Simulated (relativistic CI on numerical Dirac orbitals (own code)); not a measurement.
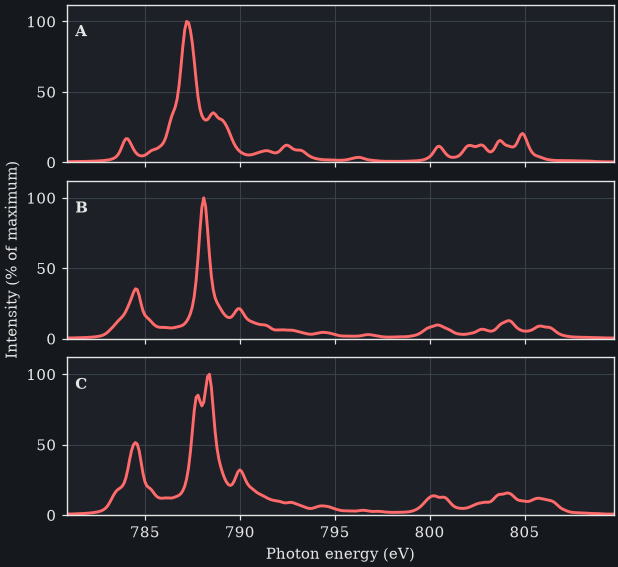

L₂,₃ X-ray absorption of Co⁴⁺ (cobalt, Z = 27), [Ar] 3d⁵, in 3 environments. Multiplet model: relativistic Dirac–Coulomb–Breit theory, one configuration a step, Slater integrals scaled by 0.9, 300 K, Voigt broadening (Lorentzian 0.4 eV, Gaussian 0.3 eV full widths), computed with a radial Dirac CI code.

(1) a field of D4h symmetry with 10Dq = 29,300, Ds = 1,460, Dt = −90 cm⁻¹
(2) a field of Td symmetry with 10Dq = −15,150 cm⁻¹
(3) a field of D3d symmetry with 10Dq = 31,500, Dσ = −730, Dτ = −400 cm⁻¹

Which panel belongs to which field?

Answer. A is (2), maxima at 784.0 eV (17), 787.2 eV (100), 788.6 eV (35), 791.4 eV (8), 792.5 eV (12), 800.5 eV (11), 802.1 eV (12), 802.7 eV (12), 803.7 eV (16) and 804.9 eV (21); B is (3), maxima at 784.5 eV (35), 788.1 eV (100), 790.0 eV (21), 800.4 eV (10), 804.2 eV (13) and 805.8 eV (9); C is (1), maxima at 784.5 eV (51), 787.8 eV (85), 788.4 eV (100), 790.0 eV (32), 800.2 eV (14), 804.1 eV (16) and 805.7 eV (12) (heights in % of each maximum). The ground-state spin is S = 2.49 in all.

Caveat: free-ion energies, so absolute edge positions are off by a few eV from solids.
